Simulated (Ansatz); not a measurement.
## Electronic structure of C$_{7}$H$_{18}$FHfNO (SMILES C[N](C)[Hf]([OH])([F])[CH2]C(C)(C)C) in real space

The calculation's input:

```
crystal:
  periodic: [false, false, false]
  atoms:
    - {symbol: C, position_ang: [-2.149348, -2.005477, -0.782480]}
    - {symbol: N, position_ang: [-2.008627, -0.808160, 0.011189]}
    - {symbol: C, position_ang: [-2.221377, -1.051492, 1.418197]}
    - {symbol: Hf, position_ang: [-1.549928, 1.009048, -0.755776]}
    - {symbol: O, position_ang: [-2.158211, 1.108311, -2.581291]}
    - {symbol: F, position_ang: [-2.042328, 2.404368, 0.473652]}
    - {symbol: C, position_ang: [0.681511, 1.088563, -0.946165]}
    - {symbol: C, position_ang: [1.617125, 0.540361, 0.140420]}
    - {symbol: C, position_ang: [1.174723, 1.041825, 1.513549]}
    - {symbol: C, position_ang: [3.050426, 1.008681, -0.115438]}
    - {symbol: C, position_ang: [1.589463, -0.985730, 0.128422]}
    - {symbol: H, position_ang: [-3.146255, -2.453609, -0.664099]}
    - {symbol: H, position_ang: [-2.007460, -1.788451, -1.844748]}
    - {symbol: H, position_ang: [-1.409558, -2.767370, -0.496973]}
    - {symbol: H, position_ang: [-1.475607, -1.749226, 1.826785]}
    - {symbol: H, position_ang: [-3.214538, -1.483620, 1.606225]}
    - {symbol: H, position_ang: [-2.155297, -0.123348, 1.994012]}
    - {symbol: H, position_ang: [-2.576180, 1.428133, -3.373997]}
    - {symbol: H, position_ang: [0.873922, 2.170010, -1.067379]}
    - {symbol: H, position_ang: [0.948610, 0.647660, -1.917829]}
    - {symbol: H, position_ang: [1.866083, 0.715764, 2.296406]}
    - {symbol: H, position_ang: [1.126855, 2.133973, 1.539940]}
    - {symbol: H, position_ang: [0.184163, 0.656991, 1.779744]}
    - {symbol: H, position_ang: [3.114054, 2.100171, -0.088925]}
    - {symbol: H, position_ang: [3.740485, 0.612366, 0.636789]}
    - {symbol: H, position_ang: [3.396145, 0.677645, -1.098593]}
    - {symbol: H, position_ang: [1.920113, -1.372464, -0.839979]}
    - {symbol: H, position_ang: [0.579030, -1.359230, 0.311822]}
    - {symbol: H, position_ang: [2.251994, -1.395695, 0.896521]}
basis:
  gaussian: {orbitals: def2-TZVPP}
hamiltonian: {xc: pbe0, dispersion: d4}
output: {orbitals: {seedname: orbitals}}
```

Run with:

```sh
ansatz run in.yaml --threads 6 --pin off --events-out ev --progress --plain --max-ram 174080MiB --backend cuda --devices 0, --max-vram 75GiB
```

Geometry: PBE0-D4/def2-TZVP; core potentials replace the inner electrons of Hf.

All numbers below come from RKS PBE0-D4/def2-TZVPP (Ansatz 0.2.0).

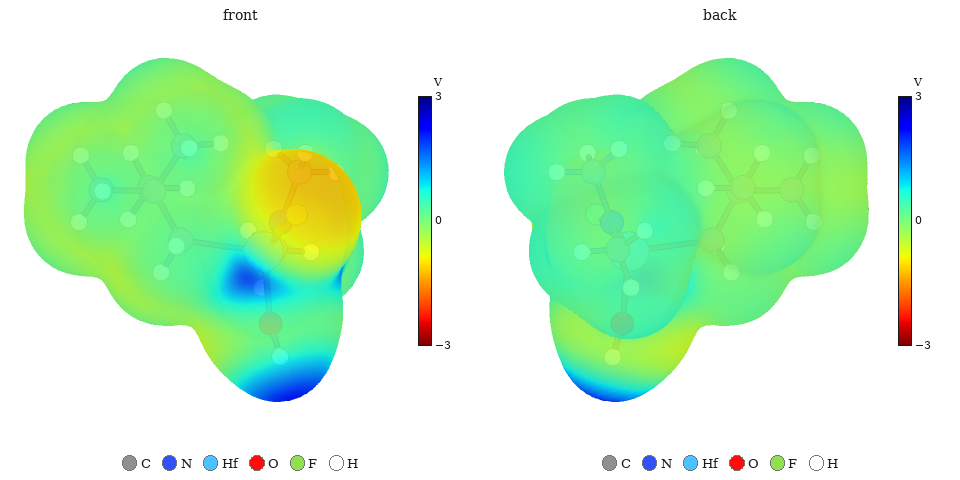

Figure 1. The electrostatic potential painted on the density surface at 0.001 e/bohr³, seen from the front and from behind; the colour scale runs from red (negative) to blue (positive).

**Where is the surface potential most negative and most positive?**

The most negative region (about −1.2 V, or −28 kcal/mol for a unit charge) lies over F6, the most positive (about +2.0 V, or +46 kcal/mol for a unit charge) over H18.

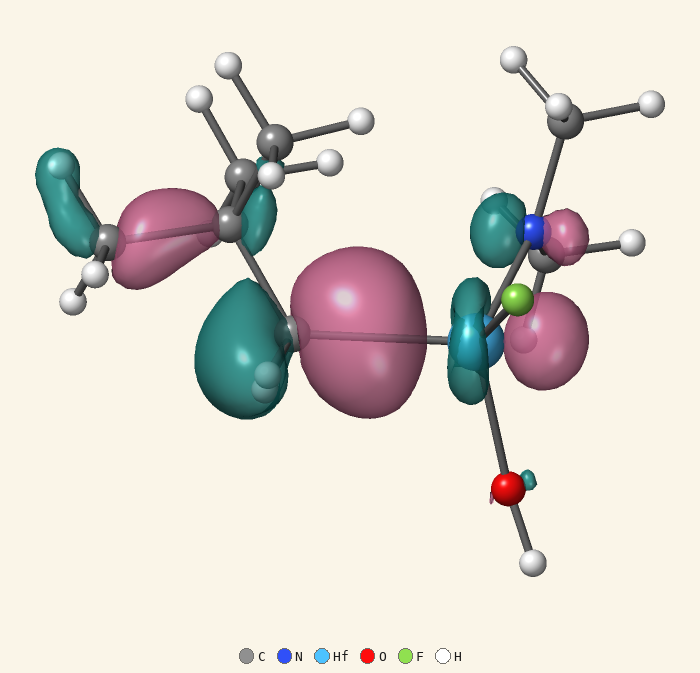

Figure 2. The HOMO−1 at ±0.15 Å⁻³ᐟ² (teal and pink are the two phases), seen at a tilt.

**What is the character of this orbital?**

By Hirshfeld shares it lies mainly on C7 (about 40 %), Hf4 (about 25 %), C10 (about 5 %) and C8 (about 5 %). Its energy is −6.89 eV.

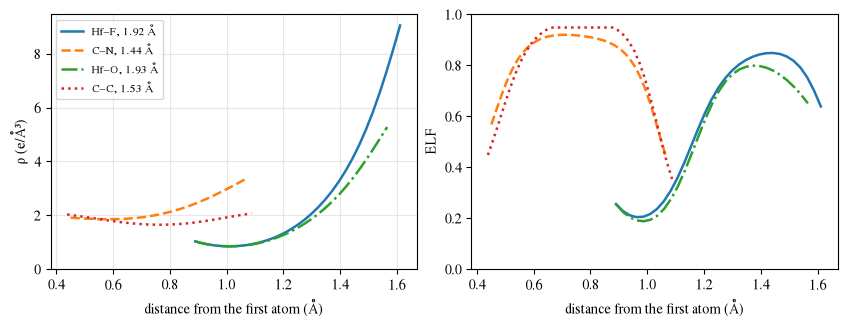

Figure 3. Electron density and ELF along straight lines between neighbouring atoms. The curves leave out the atomic cores.

**Compare the contacts.**

Hf–F (1.92 Å): the density is about 0.88 e/Å³ at the midpoint; the ELF is about 0.20 at the midpoint.
C–N (1.44 Å): ρ is about 2 e/Å³ halfway; the ELF peaks at about 0.90 between the atoms, as expected for a shared electron pair.
Hf–O (1.93 Å): ρ at the midpoint is about 0.88 e/Å³; the ELF peaks at about 0.80 in the valence shell of O, 0.6 Å from its nucleus, and drops to about 0.20 between the two atoms.
C–C (1.53 Å): ρ is about 1.6 e/Å³ halfway; the ELF peaks at about 0.95 between the atoms (a shared electron pair).
